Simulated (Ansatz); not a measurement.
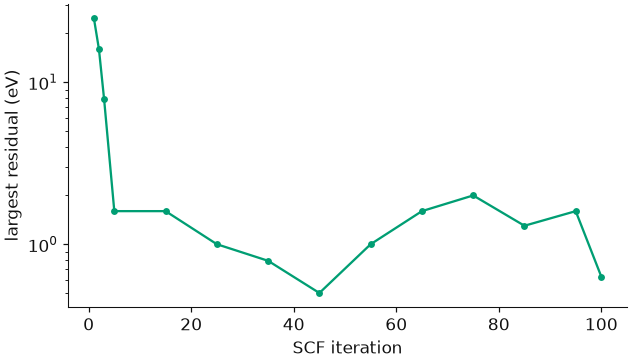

The plot shows the SCF iterations of a calculation: largest residual. Only some iterations were kept.

- system: Zn$_{7}$O$_{8}$ (P1, 15 atoms in the cell)
- method: DFT, PBE, norm-conserving potentials, plane waves, scalar-relativistic in Ansatz development build ahead of 0.2.0; cutoff 1240 eV, 1×1×1 k-mesh, fixed occupations
Setting under test: default search for lower states.

**Did the calculation converge?**

The run gave up at step 100 without converging. The residual stalls around 1 from about step 5 on.
